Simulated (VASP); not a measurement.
Band structure of FePt (L1_0). All values below come from PBE GGA with D4 dispersion, VASP's PBE PAW potentials (set 64) (plane waves; VASP 6.6.1).

Unless said otherwise, spin-orbit coupling is left out, though it shifts the bands of the heavy elements here.

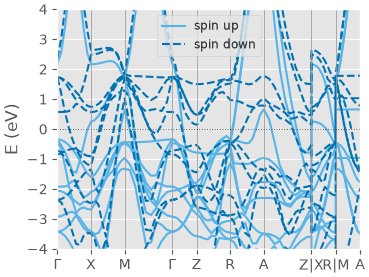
Bands along high-symmetry lines, zero at the valence-band maximum or, without a gap, the Fermi level

Question: Read the plot: is there a gap, and where are the band edges?

Answer: It has no gap at this level: it comes out as a metal or semimetal. (Edges off the drawn lines would not show.)

The compound is FePt in the L1_0 structure. It was relaxed first.
